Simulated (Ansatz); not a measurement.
# How fast states decay through Na2AgBiF6, part 3 of 3

Wanted: the relaxed cell of Na2AgBiF6, its band edges and its decay constants. It is built by putting Na for Cs in the Cs2AgBiF6 structure of space group Fm-3m, with the volume rescaled by atomic radii. The parent structure comes from the Materials Project.

Ansatz 0.2.0; PBE DFT, plane waves, PAW files (the session's first sound run).

So far, gap on the k-mesh (eV): step 3 (band edges) 1.97.

The structure was built from a prototype and need not be the compound's stable phase.

## 6. Band edges at another level, cutoff 1800 eV

This step: PBE DFT, plane waves, JTH PAW files (Ansatz 0.2.0).

The edges again with JTH files, at the same atoms. Against that run the cutoff is 1800 eV against 420.

Input file input.yaml:

```yaml
crystal:
  lattice:
    - [0.0, 4.6458747401, 4.6458747401]
    - [4.6458747401, 0.0, 4.6458747401]
    - [4.6458747401, 4.6458747401, 0.0]
  atoms:
    - { symbol: Na, position: [0.75, 0.75, 0.75] }
    - { symbol: Na, position: [0.25, 0.25, 0.25] }
    - { symbol: Ag, position: [0.5, 0.5, 0.5] }
    - { symbol: Bi, position: [0.0, 0.0, 0.0] }
    - { symbol: F, position: [0.7575889249, 0.2424110751, 0.2424110751] }
    - { symbol: F, position: [0.2424110751, 0.2424110751, 0.7575889249] }
    - { symbol: F, position: [0.2424110751, 0.7575889249, 0.7575889249] }
    - { symbol: F, position: [0.2424110751, 0.7575889249, 0.2424110751] }
    - { symbol: F, position: [0.7575889249, 0.2424110751, 0.7575889249] }
    - { symbol: F, position: [0.7575889249, 0.7575889249, 0.2424110751] }
kpoints:
  mp_grid: { grid: [6, 6, 6] }
  band_path: { path: [VBM, CBM], npoints: 30 }
scf:
  occupations: { method: fixed }
hamiltonian:
  xc: pbe
  pseudopotentials: { kind: paw, source: jth }
output:
  eigenvalues: true
```

Run with:

```console
$ ansatz run input.yaml --threads 2 --pin off --max-ram 4096MiB --backend cpu --events-out ev --progress --plain --runs-dir out
```

Numbers of over 12 decimals in the logs are rounded to 6 here.

Output:

```text
Warning: <dir> the checks of this Na dataset prove no rule for summing its radial tables, as where they were carried onto another mesh than they were made on, and Gregory's rule is taken, under which a leading mesh point left out moves its sums only by what lay on the interval it spanned. That does not make them correct, and they differ from Quantum ESPRESSO's on this file; a re-export a fraction of a mesh step off can move them. hamiltonian.pseudopotentials.radial_quadrature: simpson_from_first_knot sums it by `pw.x`'s rule; on a PAW file no value gives `pw.x`'s numbers. What more to know: hamiltonian.pseudopotentials.radial_quadrature, in the input reference
Warning: <dir> the checks of this Ag dataset prove no rule for summing its radial tables, as where they were carried onto another mesh than they were made on, and Gregory's rule is taken, under which a leading mesh point left out moves its sums only by what lay on the interval it spanned. That does not make them correct, and they differ from Quantum ESPRESSO's on this file; a re-export a fraction of a mesh step off can move them. hamiltonian.pseudopotentials.radial_quadrature: simpson_from_first_knot sums it by `pw.x`'s rule; on a PAW file no value gives `pw.x`'s numbers. What more to know: hamiltonian.pseudopotentials.radial_quadrature, in the input reference
Warning: <dir> the checks of this Bi dataset prove no rule for summing its radial tables, as where they were carried onto another mesh than they were made on, and Gregory's rule is taken, under which a leading mesh point left out moves its sums only by what lay on the interval it spanned. That does not make them correct, and they differ from Quantum ESPRESSO's on this file; a re-export a fraction of a mesh step off can move them. hamiltonian.pseudopotentials.radial_quadrature: simpson_from_first_knot sums it by `pw.x`'s rule; on a PAW file no value gives `pw.x`'s numbers. What more to know: hamiltonian.pseudopotentials.radial_quadrature, in the input reference
Warning: <dir> the checks of this F dataset prove no rule for summing its radial tables, as where they were carried onto another mesh than they were made on, and Gregory's rule is taken, under which a leading mesh point left out moves its sums only by what lay on the interval it spanned. That does not make them correct, and they differ from Quantum ESPRESSO's on this file; a re-export a fraction of a mesh step off can move them. hamiltonian.pseudopotentials.radial_quadrature: simpson_from_first_knot sums it by `pw.x`'s rule; on a PAW file no value gives `pw.x`'s numbers. What more to know: hamiltonian.pseudopotentials.radial_quadrature, in the input reference
[...]
Crystal: 10 atoms, lattice volume = 200.555 Å³
Basis set: ecut = 1800 eV, 34717 PW (Γ)
Bands: 53, of which v1, the nominal top of the filled ones, is band 43 counted from 1 (42 counted from 0)
Symmetry: 48 space group operations
[...]
k-points: 16 of 216
[...]
SCF iter   1: F=—  HF=-25001.841659 eV  |F-HF|=—  |Δ(HF+E_count)|=         —  Δρ=1.20e-1  dr2=2.38e1  ethr=3.10e-3  ⟨swp⟩=4.7  Hψ=3568  notcnv=0  defer=123
[...]
SCF iter  10: F=-24993.363132 eV  HF=-24993.363132 eV  |F-HF|=3.05e-8  |Δ(HF+E_count)|=   6.58e-7  Δρ=2.77e-6  dr2=2.04e-8  ethr=1.16e-10  ⟨swp⟩=14.8  Hψ=4526  notcnv=0
SCF 1 converged in 10 iterations: F = -24993.363132 eV  dr2 = 2.04e-8
[...]
SCF converged after 10 iterations
Free energy (F): -24993.363132 eV
[...]
Internal energy: -24993.363132 eV  (E = F + TS)
E sigma→0 (E₀):  -24993.363132 eV
Fermi energy:    3.476309 eV
[...]
--- Band table (eV; the first three rows and the last of 16) ---
  k-point 0: bands = [... 39 lower, 2.0506, 2.0506, 2.9290, 2.9290, 5.4425, 7.3283, 7.3283, 7.3283, ... 6 higher]
  k-point 1: bands = [... 39 lower, 2.0568, 2.0568, 2.8493, 2.8493, 5.4616, 7.2221, 7.4424, 7.4424, ... 6 higher]
  k-point 2: bands = [... 39 lower, 2.0673, 2.0673, 2.6978, 2.6978, 5.4602, 6.9379, 7.6686, 7.6686, ... 6 higher]
  k-point 15: bands = [... 39 lower, 2.0915, 2.1096, 2.7813, 3.3988, 6.3744, 6.5872, 6.7573, 8.2250, ... 6 higher]
```

Run time: 1.9 min. Hardware: 2 threads of Intel Xeon Platinum 8488C (Sapphire Rapids), shared host; peak memory 2.2 GiB.

Numbers from this step:

```
free energy        : -24993.3631 eV
Fermi energy       : 3.476 eV
gap on the k-mesh  : 1.955 eV
gap on path        : 1.955 eV, by band count; negative where bands overlap
direct gap on path : 2.703 eV
```

The electronic bands at the labelled points (eV, zero at the Fermi level (highest filled level under fixed occupations); v1 is the highest filled band, c1 the lowest empty one):

| point | v4 | v3 | v2 | v1 | c1 | c2 | c3 | c4 |
| --- | --- | --- | --- | --- | --- | --- | --- | --- |
| VBM | -1.37 | -1.37 | -0.54 | 0.00 | 2.76 | 3.68 | 3.68 | 3.79 |
| CBM | -1.41 | -1.41 | -0.85 | -0.85 | 1.96 | 3.33 | 4.31 | 4.31 |

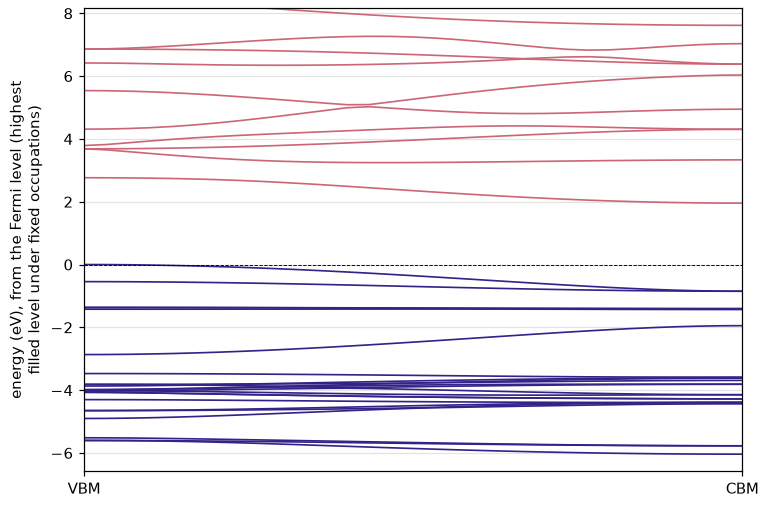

Electronic bands along the path; lines of filled and empty bands in two colours.

The searched edges give 1.96 eV, as on the mesh.

## 7. Complex bands at another level

This step: PBE DFT, plane waves, JTH PAW files; complex bands by layer matching along the plane's normal (Ansatz 0.2.0).

The complex bands at that level, over its own gap, at (0, 0) and (-0.5, 0).

Input file input.yaml:

```yaml
crystal:
  lattice:
    - [6.570259067, 0.0, 0.0]
    - [3.285129533, 5.690011261, 0.0]
    - [3.285129533, 1.89667042, 5.364594064]
  atoms:
    - { symbol: Na, position: [0.25, 0.25, 0.25] }
    - { symbol: Na, position: [0.75, 0.75, 0.75] }
    - { symbol: Ag, position: [0.5, 0.5, 0.5] }
    - { symbol: Bi, position: [0.0, 0.0, 0.0] }
    - { symbol: F, position: [0.7575889249, 0.7575889249, 0.2424110751] }
    - { symbol: F, position: [0.7575889249, 0.2424110751, 0.2424110751] }
    - { symbol: F, position: [0.2424110751, 0.2424110751, 0.7575889249] }
    - { symbol: F, position: [0.2424110751, 0.7575889249, 0.2424110751] }
    - { symbol: F, position: [0.7575889249, 0.2424110751, 0.7575889249] }
    - { symbol: F, position: [0.2424110751, 0.7575889249, 0.7575889249] }
kpoints:
  mp_grid: { grid: [4, 4, 4] }
scf:
  occupations: { method: fixed }
hamiltonian:
  xc: pbe
  pseudopotentials: { kind: paw, source: jth }
output:
  eigenvalues: true
  transmission:
    leads: [[0, 0]]
    kpoints: [[0.0, 0.0], [-0.5, 0.0]]
    e_range: [-1.0, 2.96]
    de: 0.1
```

Output:

```text
Warning: <dir> the checks of this Na dataset prove no rule for summing its radial tables, as where they were carried onto another mesh than they were made on, and Gregory's rule is taken, under which a leading mesh point left out moves its sums only by what lay on the interval it spanned. That does not make them correct, and they differ from Quantum ESPRESSO's on this file; a re-export a fraction of a mesh step off can move them. hamiltonian.pseudopotentials.radial_quadrature: simpson_from_first_knot sums it by `pw.x`'s rule; on a PAW file no value gives `pw.x`'s numbers. What more to know: hamiltonian.pseudopotentials.radial_quadrature, in the input reference
Warning: <dir> the checks of this Ag dataset prove no rule for summing its radial tables, as where they were carried onto another mesh than they were made on, and Gregory's rule is taken, under which a leading mesh point left out moves its sums only by what lay on the interval it spanned. That does not make them correct, and they differ from Quantum ESPRESSO's on this file; a re-export a fraction of a mesh step off can move them. hamiltonian.pseudopotentials.radial_quadrature: simpson_from_first_knot sums it by `pw.x`'s rule; on a PAW file no value gives `pw.x`'s numbers. What more to know: hamiltonian.pseudopotentials.radial_quadrature, in the input reference
Warning: <dir> the checks of this Bi dataset prove no rule for summing its radial tables, as where they were carried onto another mesh than they were made on, and Gregory's rule is taken, under which a leading mesh point left out moves its sums only by what lay on the interval it spanned. That does not make them correct, and they differ from Quantum ESPRESSO's on this file; a re-export a fraction of a mesh step off can move them. hamiltonian.pseudopotentials.radial_quadrature: simpson_from_first_knot sums it by `pw.x`'s rule; on a PAW file no value gives `pw.x`'s numbers. What more to know: hamiltonian.pseudopotentials.radial_quadrature, in the input reference
Warning: <dir> the checks of this F dataset prove no rule for summing its radial tables, as where they were carried onto another mesh than they were made on, and Gregory's rule is taken, under which a leading mesh point left out moves its sums only by what lay on the interval it spanned. That does not make them correct, and they differ from Quantum ESPRESSO's on this file; a re-export a fraction of a mesh step off can move them. hamiltonian.pseudopotentials.radial_quadrature: simpson_from_first_knot sums it by `pw.x`'s rule; on a PAW file no value gives `pw.x`'s numbers. What more to know: hamiltonian.pseudopotentials.radial_quadrature, in the input reference
Engine: ansatz 0.2.0, x86_64-unknown-linux-gnu
Pseudopotentials: kind: paw
Pseudopotential: Na, paw, valence charge 9, recommended cutoff 1440 eV (normal), Na.paw.azcp
Pseudopotential: Ag, paw, valence charge 11, recommended cutoff 1380 eV (normal), Ag.paw.azcp
Pseudopotential: Bi, paw, valence charge 15, recommended cutoff 1800 eV (normal), Bi.paw.azcp
Pseudopotential: F, paw, valence charge 7, recommended cutoff 1500 eV (normal), F.paw.azcp
Functional definition: PBE
  parameter kappa = 0.804
  parameter beta = 0.066725
  exchange = pbe_x(kappa = kappa, mu = beta*pi^2/3)
  correlation = pbe_c(beta = beta)
Error: memory limit exceeded: the `transmission` phase of `transmission` needs 19.40 GiB against the run's memory maximum of 4.00 GiB; largest carriers: transmission 18.90 GiB, unmodelled-tail allowance 0.30 GiB, source scf tables 0.19 GiB, source scf state 0.01 GiB; the layers of output.transmission grow with the square of the cell's cross-section: a lower cutoff or a narrower output.transmission.e_range takes less, and so, most of all in a narrow cell, does a wider de; where no e_range is typed, a fill by count is planned with a gap of 40 thermal energies
with nothing else changed it takes a maximum of at least 19.40 GiB, with nothing to spare, and 21.34 GiB leaves up to a tenth: --max-ram 21.34GiB where that set the maximum, else more of the term that did, and with no share typed, where 21.34 GiB is over 0.88 of the host's memory or its container's limit, a share of 0.88 or more that holds the maximum too (--max-ram-frac F), where one does; The budget is ten eleventh [...]
`transmission` follows the SCF: where the deck gives it k-points, a mesh or a band count of its own, those are what to reduce (not on a resume, whose deck is fixed)
```

The job ended after 0.36 s (2 threads; peak memory 0.34 GiB).

The input was rejected at the start.

The program's message: “Error: memory limit exceeded: the `transmission` phase of `transmission` needs 19.40 GiB against the run's memory maximum of 4.00 GiB; largest carriers: transmission 18.90 GiB, unmodelled-tail allowan …”

## 8. A repeat with changed settings

This step: PBE DFT, plane waves, PAW files; complex bands by layer matching along the plane's normal; changed: output.transmission.e_range = [-1, 1], output.transmission.de = 0.02 (Ansatz 0.2.0).

This run repeats an earlier one, its twin (the complex run, plane (111)), with two settings changed (output.transmission.e_range, output.transmission.de; files written aside). It is meant to test what the energy window and step decide. Where the input is shown as a difference, that is against the step before, not the twin.

input.yaml, as its differences from that of step 7:

```diff
@@ -22,3 +22,2 @@
   xc: pbe
-  pseudopotentials: { kind: paw, source: jth }
 output:
@@ -28,3 +27,3 @@
     kpoints: [[0.0, 0.0], [-0.5, 0.0]]
-    e_range: [-1.0, 2.96]
-    de: 0.1
+    e_range: [-1, 1]
+    de: 0.02
```

Output:

```text
[...]
Crystal: 10 atoms, lattice volume = 200.555 Å³
Basis set: ecut = 420 eV, 3839 PW (Γ)
Bands: 57, of which v1, the nominal top of the filled ones, is band 47 counted from 1 (46 counted from 0)
Symmetry: 48 space group operations
[...]
k-points: 8 of 64
[...]
SCF iter   1: F=—  HF=-27813.854921 eV  |F-HF|=—  |Δ(HF+E_count)|=         —  Δρ=2.15e-3  dr2=1.82e-2  ethr=1.77e-3  ⟨swp⟩=5.0  Hψ=1450  notcnv=0  defer=55
[...]
SCF iter   7: F=-27813.852721 eV  HF=-27813.852721 eV  |F-HF|=3.55e-8  |Δ(HF+E_count)|=   3.43e-7  Δρ=5.72e-6  dr2=7.04e-8  ethr=1.06e-10  ⟨swp⟩=9.2  Hψ=1874  notcnv=0
SCF 1 converged in 7 iterations: F = -27813.852721 eV  dr2 = 7.04e-8
[...]
transmission: 9 of 18 steps passed
transmission: 18 of 18 steps passed
SCF converged after 7 iterations
Free energy (F): -27813.852721 eV
[...]
Internal energy: -27813.852721 eV  (E = F + TS)
E sigma→0 (E₀):  -27813.852721 eV
Fermi energy:    3.832647 eV
[...]
--- Band table (eV; the first three rows and the last of 8) ---
  k-point 0: bands = [... 43 lower, 2.3997, 2.3997, 3.2750, 3.2750, 5.8093, 7.6999, 7.6999, 7.6999, ... 6 higher]
  k-point 1: bands = [... 43 lower, 2.4117, 2.4117, 3.1195, 3.1195, 5.8357, 7.4488, 7.9266, 7.9266, ... 6 higher]
  k-point 2: bands = [... 43 lower, 2.4206, 2.4206, 2.9741, 2.9741, 5.7994, 7.1739, 8.1536, 8.1536, ... 6 higher]
  k-point 7: bands = [... 43 lower, 2.4254, 2.4592, 3.0613, 3.7343, 6.8754, 6.9050, 6.9050, 9.0003, ... 6 higher]
--- Transmission ---
  basis      : 313 plane waves across, 9 finite elements along
  points     : 2, as listed
[...]
channels       : 0.000000e0 a spin
[...]
slowest decay  : 0.3841 /Å at (-0.5000, 0.0000)
```

The job ended after 2.5 min (2 threads; peak memory 1.4 GiB; 3.7 min of CPU time).

This step gave:

```yaml
free_energy: -27813.8527 eV
fermi_energy: 3.833 eV
gap_on_the_k_mesh: 1.967 eV
decay_constant_at_the_filling_level_zone_centre: 0.3926 Å⁻¹
decay_constant_at_the_filling_level_slowest_listed_point: 0.3841 Å⁻¹
```

K parallel (0, 0); values up to 1.5 1/Å, a degenerate pair printed once or twice; energies at which all values exceed this have no row. Im kz of the slowest decaying states against energy, zero at the highest filled level on the SCF mesh:

| energy (eV) | decay 1 (Å⁻¹) | decay 2 (Å⁻¹) | decay 3 (Å⁻¹) | decay 4 (Å⁻¹) |
| --- | --- | --- | --- | --- |
| -1.0000 | 0.251 | 0.349 | 0.765 | 0.798 |
| -0.7600 | 0.373 | 0.737 | 0.919 | 0.933 |
| -0.5000 | 0.153 | 0.392 | 0.715 | 0.907 |
| -0.2600 | 0.309 | 0.404 | 0.696 | 0.895 |
| 0.0000 | 0.385 | 0.411 | 0.674 | 0.881 |
| 0.2400 | 0.414 | 0.428 | 0.652 | 0.866 |
| 0.5000 | 0.412 | 0.459 | 0.626 | 0.850 |
| 0.7400 | 0.405 | 0.477 | 0.598 | 0.833 |
| 1.0000 | 0.391 | 0.490 | 0.562 | 0.814 |

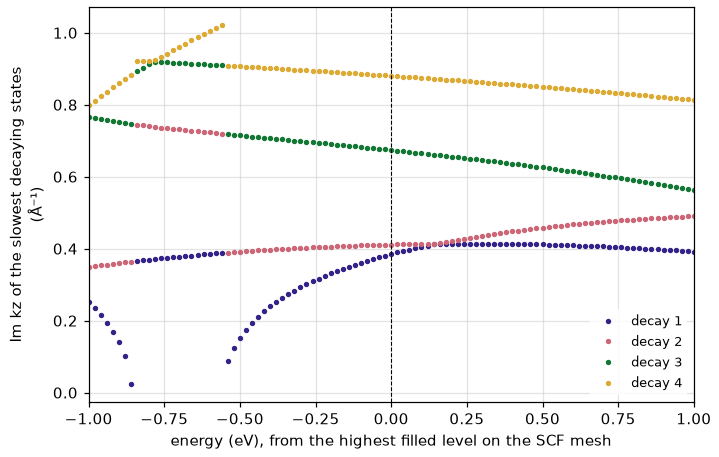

Im kz of the slowest decaying states, plotted against energy.

K parallel (-0.5, 0); values up to 1.5 1/Å, a degenerate pair printed once or twice; energies at which all values exceed this have no row. Table of Im kz of the slowest decaying states by energy, zero at the highest filled level on the SCF mesh:

| energy (eV) | decay 1 (Å⁻¹) | decay 2 (Å⁻¹) | decay 3 (Å⁻¹) | decay 4 (Å⁻¹) |
| --- | --- | --- | --- | --- |
| -1.000 | 0.109 | 0.241 | 0.668 | 0.802 |
| -0.800 | 0.601 | 0.927 | 0.929 | 0.952 |
| -0.600 | 0.572 | 0.935 | 1.00 | 1.04 |
| -0.400 | 0.245 | 0.552 | 0.934 | 1.08 |
| -0.200 | 0.343 | 0.534 | 0.931 | 1.10 |
| 0.000 | 0.0102 | 0.402 | 0.515 | 0.927 |
| 0.200 | 0.199 | 0.443 | 0.496 | 0.925 |
| 0.400 | 0.272 | 0.473 | 0.475 | 0.922 |
| 0.600 | 0.322 | 0.451 | 0.495 | 0.921 |
| 0.800 | 0.359 | 0.424 | 0.510 | 0.920 |
| 1.000 | 0.387 | 0.393 | 0.521 | 0.918 |

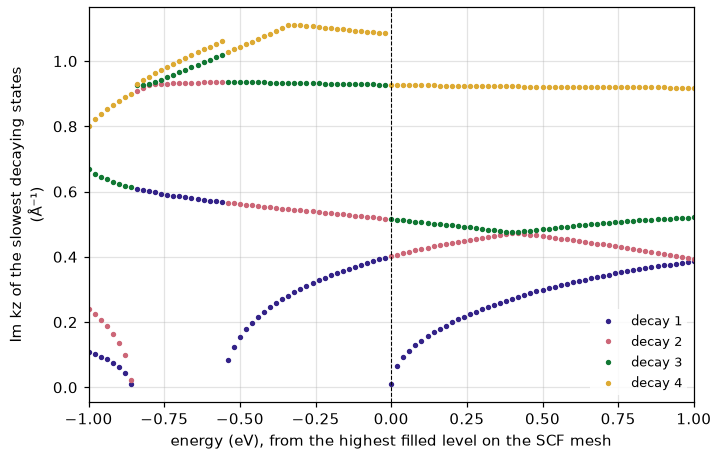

Im kz of the slowest decaying states, plotted against energy.

The least decay constant is 0.384 Å⁻¹ against 0.387 Å⁻¹ in the twin: no change within 1 %, at 2.0 times the CPU time.

## 9. Results

* band gap: 1.97 eV
* least decay constant at mid-gap, normal to (111): 0.387 Å⁻¹
* least decay constant at mid-gap, normal to (001): 0.295 Å⁻¹

In words: With PBE, the slowest decay at the wavevectors tried is κ = 0.295 Å⁻¹, normal to (001). Through such a film the transmission near mid-gap falls as exp(−2κd), a factor of ten every 3.9 Å. The decay depends on direction: 1.3 times faster normal to (111). A free electron under a barrier of half the gap would need a mass of 0.34 mₑ to decay at this rate. The compound is made up by substitution; its stability against other phases and against distortions of the cell's symmetry was not tested. A semilocal functional narrows gaps, while spin-orbit coupling, left out here, narrows them in compounds of heavy elements, so the error in κ can go either way.

[Logs are printed without paths, hosts, clocks, repeated set-up lines and the standing remarks that a program may print on its own settings, such as how far it seeks lower states.]

[Hosts, paths, dates, database ids (printed as entryN), source tags and the programs' standing remarks are cut or masked in the printed files.]

[New means built here by substitution; the compound itself may be known and measured.]
